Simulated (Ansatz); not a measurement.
The calculation's input:

```
crystal:
  periodic: [false, false, false]
  atoms:
    - { symbol: Al, position_ang: [0.0, 0.0, 0.0] }
    - { symbol: H, position_ang: [0.0, 0.0, 1.81] }
    - { symbol: H, position_ang: [1.351, 0.0, -0.78] }
    - { symbol: Cl, position_ang: [-1.9312, 0.0, -1.115] }
    - { symbol: F, position_ang: [0.0, 0.0, 3.03] }
magnetization:
  spin_polarized: true
  initial_magnetization: 1
basis:
  gaussian: { orbitals: cc-pVDZ }
hamiltonian:
  xc: pbe0
relax:
  f_tol: 0.15
  max_steps: 25
  restrain:
    - { distance: [1, 4], at: 0.92, k: 30.0 }
    - { distance: [0, 1], at: 2.76, k: 30.0 }
output:
  orbitals: {}
```

Command:

```sh
ansatz run input.yaml --threads 1 --pin off --max-ram 2048MiB --backend cpu --events-out ev --progress --plain --runs-dir out
```

The fields are those of the run's last geometry, not of the input's.

The calculation used UKS PBE0/cc-pVDZ (Ansatz 0.2.0).

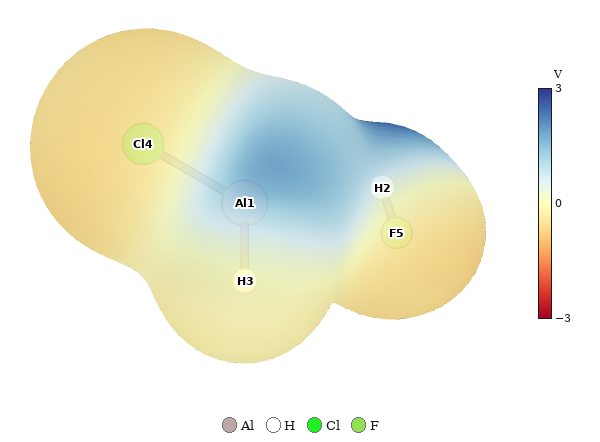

AlClH···HF (doublet). The molecular electrostatic potential painted on the density surface at 0.001 e/bohr³, seen at a tilt; the colour scale runs from red (negative) to blue (positive).

Describe the electrostatic potential map.

Answer. The most negative region (about −0.7 V) lies over Cl4 and F5, the most positive (about +2.7 V) over H2.
